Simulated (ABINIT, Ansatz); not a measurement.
# SnPbSe3 (Pm-3m): zone-centre phonons, part 3 of 4

Which modes does SnPbSe3 (Pm-3m) have at the zone centre?

ABINIT 10.8.3; DFT LDA, scalar-relativistic, plane waves, HGH norm-conserving pseudopotentials.

So far. Step 3 (Ground state): The cell stands at -0.91 GPa: the relaxation ran with a smoothed and higher cutoff, and the difference is a stress of the finite basis. Step 4 (Zone-centre response): The acoustic modes at Γ come out as far as 2.1 cm⁻¹ from zero, where they should vanish, a small numerical error. The lowest optical mode is imaginary, 108i cm⁻¹, an instability at this level and on this k mesh. The relaxed cell has a = 5.151 Å (conventional setting).

The structure was built from a prototype and need not be the compound's stable phase.

**5. Modes with the sum rule**

anaddb reads the merged derivatives and imposes the acoustic sum rule.

Input file anaddb.abi:

```
ddb_filepath "gamma_DDB"
output_file "anaddb.abo"
outdata_prefix "anaddb"
asr 1
chneut 1
enunit 2
eivec 1
nph1l 1
qph1l 0.0 0.0 0.0 1.0
```

Input file mrgddb.in:

```
gamma_DDB
merged
2
dfpt_gammao_DDB
gso_DDB
```

Command:

```
$ mrgddb < mrgddb.in > mrgddb.log
$ OMP_NUM_THREADS=1 anaddb anaddb.abi > anaddb.log
```

anaddb.abo, the main output file:

```text
-outvars_anaddb: echo values of input variables ----------------------

 Miscellaneous information :
      enunit         2
       eivec         1
         asr         1
 First list of wavevector (reduced coord.) :
       nph1l         1
       qph1l
                     0.00000000E+00  0.00000000E+00  0.00000000E+00    1.000E+00

================================================================================

 read the DDB information and perform some checks

  ==== Info on the Cryst% object ====
 Real(R)+Recip(G) space primitive vectors, cartesian coordinates (Bohr,Bohr^-1):
 R(1)=  9.7336334  0.0000000  0.0000000  G(1)=  0.1027366  0.0000000  0.0000000
 R(2)=  0.0000000  9.7336334  0.0000000  G(2)=  0.0000000  0.1027366  0.0000000
 R(3)=  0.0000000  0.0000000  9.7336334  G(3)=  0.0000000  0.0000000  0.1027366
 Unit cell volume ucvol=  9.2219965E+02 bohr^3
 Angles (23,13,12)=  9.00000000E+01  9.00000000E+01  9.00000000E+01 degrees
 Time-reversal symmetry is present
 Reduced atomic positions [iatom, xred, symbol]:
    1)    0.0000000  0.0000000  0.0000000  Pb
    2)    0.5000000  0.5000000  0.5000000  Sn
    3)    0.5000000  0.5000000  0.0000000  Se
    4)    0.5000000  0.0000000  0.5000000  Se
    5)    0.0000000  0.5000000  0.5000000  Se

 DDB file with 3 blocks has been read.

================================================================================

 Treat the first list of vectors

  Phonon wavevector (reduced coordinates) :  0.00000  0.00000  0.00000
 Phonon energies in Hartree :
  -4.906640E-04 -4.906640E-04 -4.906640E-04 -4.306705E-04 -4.306705E-04
  -4.306705E-04 -2.025986E-04 -2.025986E-04 -2.025986E-04  1.214812E-08
   1.233481E-08  1.287875E-08  1.044481E-03  1.044481E-03  1.044481E-03
 Phonon energies in meV     :
- -1.335165E+01 -1.335165E+01 -1.335165E+01 -1.171914E+01 -1.171914E+01
- -1.171914E+01 -5.512990E+00 -5.512990E+00 -5.512990E+00  3.305672E-04
-  3.356474E-04  3.504488E-04  2.842178E+01  2.842178E+01  2.842178E+01
 Phonon frequencies in cm-1    :
- -1.076883E+02 -1.076883E+02 -1.076883E+02 -9.452124E+01 -9.452124E+01
- -9.452124E+01 -4.446526E+01 -4.446526E+01 -4.446526E+01  2.666204E-03
-  2.707179E-03  2.826560E-03  2.292371E+02  2.292371E+02  2.292371E+02
 Phonon frequencies in Thz     :
- -3.228414E+00 -3.228414E+00 -3.228414E+00 -2.833676E+00 -2.833676E+00
- -2.833676E+00 -1.333035E+00 -1.333035E+00 -1.333035E+00  7.993079E-05
-  8.115918E-05  8.473814E-05  6.872357E+00  6.872357E+00  6.872357E+00
 Phonon energies in Kelvin  :
- -1.549395E+02 -1.549395E+02 -1.549395E+02 -1.359950E+02 -1.359950E+02
- -1.359950E+02 -6.397559E+01 -6.397559E+01 -6.397559E+01  3.836073E-03
-  3.895027E-03  4.066789E-03  3.298211E+02  3.298211E+02  3.298211E+02

 Eigendisplacements
 (will be given, for each mode : in cartesian coordinates
   for each atom the real part of the displacement vector,
   then the imaginary part of the displacement vector - absolute values smaller than 1.0d-7 are set to zero)
  Mode number    1   Energy   -4.906640E-04
 Attention : low frequency mode.
   (Could be unstable or acoustic mode)
-  1  0.00000000E+00  0.00000000E+00 -8.37538368E-04
-     0.00000000E+00  0.00000000E+00  0.00000000E+00
-  2  0.00000000E+00  0.00000000E+00 -5.29916316E-04
-     0.00000000E+00  0.00000000E+00  0.00000000E+00
-  3  0.00000000E+00  0.00000000E+00 -6.50088105E-05
-     0.00000000E+00  0.00000000E+00  0.00000000E+00
-  4  0.00000000E+00  0.00000000E+00  1.52977542E-03
-     0.00000000E+00  0.00000000E+00  0.00000000E+00
-  5  0.00000000E+00  0.00000000E+00  1.52977542E-03
-     0.00000000E+00  0.00000000E+00  0.00000000E+00
  Mode number    2   Energy   -4.906640E-04
 Attention : low frequency mode.
   (Could be unstable or acoustic mode)
-  1  0.00000000E+00 -8.37538368E-04  0.00000000E+00
-     0.00000000E+00  0.00000000E+00  0.00000000E+00
-  2  0.00000000E+00 -5.29916316E-04  0.00000000E+00
-     0.00000000E+00  0.00000000E+00  0.00000000E+00
-  3  0.00000000E+00  1.52977542E-03  0.00000000E+00
-     0.00000000E+00  0.00000000E+00  0.00000000E+00
-  4  0.00000000E+00 -6.50088105E-05  0.00000000E+00
-     0.00000000E+00  0.00000000E+00  0.00000000E+00
-  5  0.00000000E+00  1.52977542E-03  0.00000000E+00
-     0.00000000E+00  0.00000000E+00  0.00000000E+00
  Mode number    3   Energy   -4.906640E-04
 Attention : low frequency mode.
   (Could be unstable or acoustic mode)
-  1  8.37538368E-04  0.00000000E+00  0.00000000E+00
-     0.00000000E+00  0.00000000E+00  0.00000000E+00
-  2  5.29916316E-04  0.00000000E+00  0.00000000E+00
-     0.00000000E+00  0.00000000E+00  0.00000000E+00
-  3 -1.52977542E-03  0.00000000E+00  0.00000000E+00
-     0.00000000E+00  0.00000000E+00  0.00000000E+00
-  4 -1.52977542E-03  0.00000000E+00  0.00000000E+00
-     0.00000000E+00  0.00000000E+00  0.00000000E+00
-  5  6.50088105E-05  0.00000000E+00  0.00000000E+00
-     0.00000000E+00  0.00000000E+00  0.00000000E+00
  Mode number    4   Energy   -4.306705E-04
 Attention : low frequency mode.
   (Could be unstable or acoustic mode)
-  1  0.00000000E+00  0.00000000E+00  0.00000000E+00
-     0.00000000E+00  0.00000000E+00  0.00000000E+00
-  2  0.00000000E+00  0.00000000E+00  0.00000000E+00
-     0.00000000E+00  0.00000000E+00  0.00000000E+00
-  3  0.00000000E+00  0.00000000E+00  0.00000000E+00
-     0.00000000E+00  0.00000000E+00  0.00000000E+00
-  4  0.00000000E+00  0.00000000E+00  1.86380890E-03
-     0.00000000E+00  0.00000000E+00  0.00000000E+00
-  5  0.00000000E+00  0.00000000E+00 -1.86380890E-03
-     0.00000000E+00  0.00000000E+00  0.00000000E+00
  Mode number    5   Energy   -4.306705E-04
 Attention : low frequency mode.
   (Could be unstable or acoustic mode)
-  1  0.00000000E+00  0.00000000E+00  0.00000000E+00
-     0.00000000E+00  0.00000000E+00  0.00000000E+00
-  2  0.00000000E+00  0.00000000E+00  0.00000000E+00
-     0.00000000E+00  0.00000000E+00  0.00000000E+00
-  3  0.00000000E+00  1.86380890E-03  0.00000000E+00
-     0.00000000E+00  0.00000000E+00  0.00000000E+00
-  4  0.00000000E+00  0.00000000E+00  0.00000000E+00
-     0.00000000E+00  0.00000000E+00  0.00000000E+00
-  5  0.00000000E+00 -1.86380890E-03  0.00000000E+00
-     0.00000000E+00  0.00000000E+00  0.00000000E+00
  Mode number    6   Energy   -4.306705E-04
 Attention : low frequency mode.
   (Could be unstable or acoustic mode)
-  1  0.00000000E+00  0.00000000E+00  0.00000000E+00
-     0.00000000E+00  0.00000000E+00  0.00000000E+00
-  2  0.00000000E+00  0.00000000E+00  0.00000000E+00
-     0.00000000E+00  0.00000000E+00  0.00000000E+00
-  3  1.86380890E-03  0.00000000E+00  0.00000000E+00
-     0.00000000E+00  0.00000000E+00  0.00000000E+00
-  4 -1.86380890E-03  0.00000000E+00  0.00000000E+00
-     0.00000000E+00  0.00000000E+00  0.00000000E+00
-  5  0.00000000E+00  0.00000000E+00  0.00000000E+00
-     0.00000000E+00  0.00000000E+00  0.00000000E+00
  Mode number    7   Energy   -2.025986E-04
 Attention : low frequency mode.
   (Could be unstable or acoustic mode)
-  1  0.00000000E+00  0.00000000E+00  9.85505942E-04
-     0.00000000E+00  0.00000000E+00  0.00000000E+00
-  2  0.00000000E+00  0.00000000E+00 -1.45700392E-03
-     0.00000000E+00  0.00000000E+00  0.00000000E+00
-  3  0.00000000E+00  0.00000000E+00 -1.00936430E-03
-     0.00000000E+00  0.00000000E+00  0.00000000E+00
-  4  0.00000000E+00  0.00000000E+00  3.07086845E-04
-     0.00000000E+00  0.00000000E+00  0.00000000E+00
-  5  0.00000000E+00  0.00000000E+00  3.07086845E-04
-     0.00000000E+00  0.00000000E+00  0.00000000E+00
  Mode number    8   Energy   -2.025986E-04
 Attention : low frequency mode.
   (Could be unstable or acoustic mode)
-  1  0.00000000E+00 -9.85505942E-04  0.00000000E+00
-     0.00000000E+00  0.00000000E+00  0.00000000E+00
-  2  0.00000000E+00  1.45700392E-03  0.00000000E+00
-     0.00000000E+00  0.00000000E+00  0.00000000E+00
-  3  0.00000000E+00 -3.07086845E-04  0.00000000E+00
-     0.00000000E+00  0.00000000E+00  0.00000000E+00
-  4  0.00000000E+00  1.00936430E-03  0.00000000E+00
-     0.00000000E+00  0.00000000E+00  0.00000000E+00
-  5  0.00000000E+00 -3.07086845E-04  0.00000000E+00
-     0.00000000E+00  0.00000000E+00  0.00000000E+00
  Mode number    9   Energy   -2.025986E-04
 Attention : low frequency mode.
   (Could be unstable or acoustic mode)
-  1  9.85505942E-04  0.00000000E+00  0.00000000E+00
-     0.00000000E+00  0.00000000E+00  0.00000000E+00
-  2 -1.45700392E-03  0.00000000E+00  0.00000000E+00
-     0.00000000E+00  0.00000000E+00  0.00000000E+00
-  3  3.07086845E-04  0.00000000E+00  0.00000000E+00
-     0.00000000E+00  0.00000000E+00  0.00000000E+00
-  4  3.07086845E-04  0.00000000E+00  0.00000000E+00
-     0.00000000E+00  0.00000000E+00  0.00000000E+00
-  5 -1.00936430E-03  0.00000000E+00  0.00000000E+00
-     0.00000000E+00  0.00000000E+00  0.00000000E+00
  Mode number   10   Energy    1.214812E-08
 Attention : low frequency mode.
   (Could be unstable or acoustic mode)
-  1  0.00000000E+00  0.00000000E+00  9.87245545E-04
-     0.00000000E+00  0.00000000E+00  0.00000000E+00
-  2  0.00000000E+00  0.00000000E+00  9.87378378E-04
-     0.00000000E+00  0.00000000E+00  0.00000000E+00
-  3  0.00000000E+00  0.00000000E+00  9.87360056E-04
-     0.00000000E+00  0.00000000E+00  0.00000000E+00
-  4  0.00000000E+00  0.00000000E+00  9.87263264E-04
-     0.00000000E+00  0.00000000E+00  0.00000000E+00
-  5  0.00000000E+00  0.00000000E+00  9.87263264E-04
-     0.00000000E+00  0.00000000E+00  0.00000000E+00
  Mode number   11   Energy    1.233481E-08
 Attention : low frequency mode.
   (Could be unstable or acoustic mode)
-  1  0.00000000E+00  9.87245545E-04  0.00000000E+00
-     0.00000000E+00  0.00000000E+00  0.00000000E+00
-  2  0.00000000E+00  9.87378378E-04  0.00000000E+00
-     0.00000000E+00  0.00000000E+00  0.00000000E+00
-  3  0.00000000E+00  9.87263264E-04  0.00000000E+00
-     0.00000000E+00  0.00000000E+00  0.00000000E+00
-  4  0.00000000E+00  9.87360056E-04  0.00000000E+00
-     0.00000000E+00  0.00000000E+00  0.00000000E+00
-  5  0.00000000E+00  9.87263264E-04  0.00000000E+00
-     0.00000000E+00  0.00000000E+00  0.00000000E+00
  Mode number   12   Energy    1.287875E-08
 Attention : low frequency mode.
   (Could be unstable or acoustic mode)
-  1  9.87245545E-04  0.00000000E+00  0.00000000E+00
-     0.00000000E+00  0.00000000E+00  0.00000000E+00
-  2  9.87378378E-04  0.00000000E+00  0.00000000E+00
-     0.00000000E+00  0.00000000E+00  0.00000000E+00
-  3  9.87263264E-04  0.00000000E+00  0.00000000E+00
-     0.00000000E+00  0.00000000E+00  0.00000000E+00
-  4  9.87263264E-04  0.00000000E+00  0.00000000E+00
-     0.00000000E+00  0.00000000E+00  0.00000000E+00
-  5  9.87360056E-04  0.00000000E+00  0.00000000E+00
-     0.00000000E+00  0.00000000E+00  0.00000000E+00
  Mode number   13   Energy    1.044481E-03
-  1  0.00000000E+00  0.00000000E+00  1.54980181E-05
-     0.00000000E+00  0.00000000E+00  0.00000000E+00
-  2  0.00000000E+00  0.00000000E+00  1.11471481E-03
-     0.00000000E+00  0.00000000E+00  0.00000000E+00
-  3  0.00000000E+00  0.00000000E+00 -2.22477975E-03
-     0.00000000E+00  0.00000000E+00  0.00000000E+00
-  4  0.00000000E+00  0.00000000E+00  2.54125351E-04
-     0.00000000E+00  0.00000000E+00  0.00000000E+00
-  5  0.00000000E+00  0.00000000E+00  2.54125351E-04
-     0.00000000E+00  0.00000000E+00  0.00000000E+00
  Mode number   14   Energy    1.044481E-03
-  1  0.00000000E+00  1.54980181E-05  0.00000000E+00
-     0.00000000E+00  0.00000000E+00  0.00000000E+00
-  2  0.00000000E+00  1.11471481E-03  0.00000000E+00
-     0.00000000E+00  0.00000000E+00  0.00000000E+00
-  3  0.00000000E+00  2.54125351E-04  0.00000000E+00
-     0.00000000E+00  0.00000000E+00  0.00000000E+00
-  4  0.00000000E+00 -2.22477975E-03  0.00000000E+00
-     0.00000000E+00  0.00000000E+00  0.00000000E+00
-  5  0.00000000E+00  2.54125351E-04  0.00000000E+00
-     0.00000000E+00  0.00000000E+00  0.00000000E+00
  Mode number   15   Energy    1.044481E-03
-  1  1.54980181E-05  0.00000000E+00  0.00000000E+00
-     0.00000000E+00  0.00000000E+00  0.00000000E+00
-  2  1.11471481E-03  0.00000000E+00  0.00000000E+00
-     0.00000000E+00  0.00000000E+00  0.00000000E+00
-  3  2.54125351E-04  0.00000000E+00  0.00000000E+00
-     0.00000000E+00  0.00000000E+00  0.00000000E+00
-  4  2.54125351E-04  0.00000000E+00  0.00000000E+00
-     0.00000000E+00  0.00000000E+00  0.00000000E+00
-  5 -2.22477975E-03  0.00000000E+00  0.00000000E+00
-     0.00000000E+00  0.00000000E+00  0.00000000E+00

 Analysis of degeneracies and characters (maximum tolerance=1.00E-06 a.u.)
 For each vibration mode, or group of modes if degenerate,
 the characters are given for each symmetry operation (see the list in the log file).
 Symmetry characters of vibration mode #   1
       degenerate with vibration modes #   2 to    3
  3.0 -3.0 -1.0  1.0 -1.0  1.0 -1.0  1.0  1.0 -1.0 -1.0  1.0  1.0 -1.0 -1.0  1.0
 -0.0  0.0 -0.0  0.0  0.0 -0.0  0.0 -0.0  1.0 -1.0 -1.0  1.0 -1.0  1.0  1.0 -1.0
 -0.0  0.0  0.0 -0.0  0.0 -0.0 -0.0  0.0  1.0 -1.0  1.0 -1.0 -1.0  1.0 -1.0  1.0
 Symmetry characters of vibration mode #   4
       degenerate with vibration modes #   5 to    6
  3.0 -3.0 -1.0  1.0 -1.0  1.0 -1.0  1.0 -1.0  1.0  1.0 -1.0 -1.0  1.0  1.0 -1.0
 -0.0  0.0 -0.0  0.0  0.0 -0.0  0.0 -0.0 -1.0  1.0  1.0 -1.0  1.0 -1.0 -1.0  1.0
 -0.0  0.0  0.0 -0.0  0.0 -0.0 -0.0  0.0 -1.0  1.0 -1.0  1.0  1.0 -1.0  1.0 -1.0
 Symmetry characters of vibration mode #   7
       degenerate with vibration modes #   8 to    9
  3.0 -3.0 -1.0  1.0 -1.0  1.0 -1.0  1.0  1.0 -1.0 -1.0  1.0  1.0 -1.0 -1.0  1.0
  0.0 -0.0  0.0 -0.0 -0.0  0.0 -0.0  0.0  1.0 -1.0 -1.0  1.0 -1.0  1.0  1.0 -1.0
  0.0 -0.0 -0.0  0.0 -0.0  0.0  0.0 -0.0  1.0 -1.0  1.0 -1.0 -1.0  1.0 -1.0  1.0
 Symmetry characters of vibration mode #  10
       degenerate with vibration modes #  11 to   12
  3.0 -3.0 -1.0  1.0 -1.0  1.0 -1.0  1.0  1.0 -1.0 -1.0  1.0  1.0 -1.0 -1.0  1.0
 -0.0  0.0  0.0 -0.0 -0.0  0.0  0.0 -0.0  1.0 -1.0 -1.0  1.0 -1.0  1.0  1.0 -1.0
 -0.0  0.0 -0.0  0.0  0.0 -0.0  0.0 -0.0  1.0 -1.0  1.0 -1.0 -1.0  1.0 -1.0  1.0
 Symmetry characters of vibration mode #  13
       degenerate with vibration modes #  14 to   15
  3.0 -3.0 -1.0  1.0 -1.0  1.0 -1.0  1.0  1.0 -1.0 -1.0  1.0  1.0 -1.0 -1.0  1.0
  0.0 -0.0  0.0 -0.0 -0.0  0.0 -0.0  0.0  1.0 -1.0 -1.0  1.0 -1.0  1.0  1.0 -1.0
  0.0 -0.0 -0.0  0.0 -0.0  0.0  0.0 -0.0  1.0 -1.0  1.0 -1.0 -1.0  1.0 -1.0  1.0
-
```

Run time: 0.56 s. Hardware: 1 thread of Arm Neoverse V2, shared host.

This step gave:

* lowest optical zone-centre mode: -107.7 cm⁻¹

No LO-TO term; unit eigenvectors of the mass-weighted matrix, from anaddb's displacements. The modes at Γ (shares of kinetic energy by element, %) (negative means imaginary):

```csv
mode,frequency (cm⁻¹),symmetry,Pb %,Sn %,Se %
1,-107.7,T1u,26,6,67
2,-107.7,T1u,26,6,67
3,-107.7,T1u,26,6,67
4,-94.5,T2u,0,0,100
5,-94.5,T2u,0,0,100
6,-94.5,T2u,0,0,100
7,-44.5,T1u,37,46,17
8,-44.5,T1u,37,46,17
9,-44.5,T1u,37,46,17
10,0.0,acoustic,37,21,42
11,0.0,acoustic,37,21,42
12,0.0,acoustic,37,21,42
13,229.2,T1u,0,27,73
14,229.2,T1u,0,27,73
15,229.2,T1u,0,27,73
```

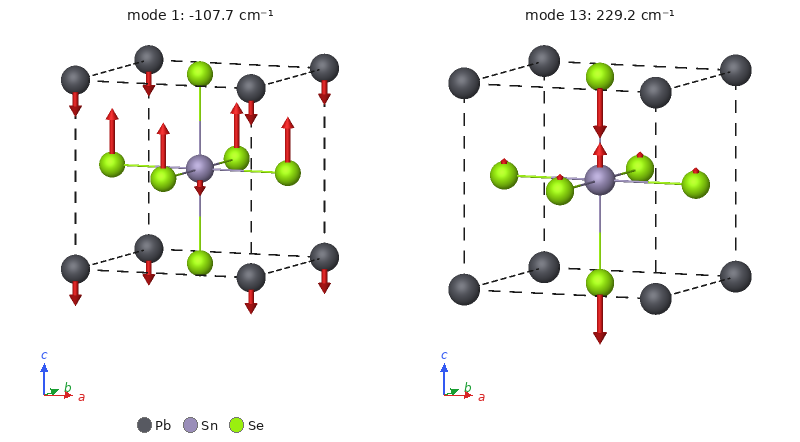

Displacement patterns of modes 1 and 13 at Γ; arrows are exaggerated. Some periodic images of atoms are drawn too.

The rule moves no optical mode by more than 0.1 cm⁻¹.

(Part 3 of 4 ends here.)

[Host names and launcher messages were left out of these logs when they were recorded.]

[Logs are printed without paths, hosts, clocks, repeated set-up lines and the standing remarks that a program may print on its own settings, such as how far it seeks lower states.]

[Hosts, paths, dates, database ids (printed as entryN), source tags and the programs' standing remarks are cut or masked in the printed files.]
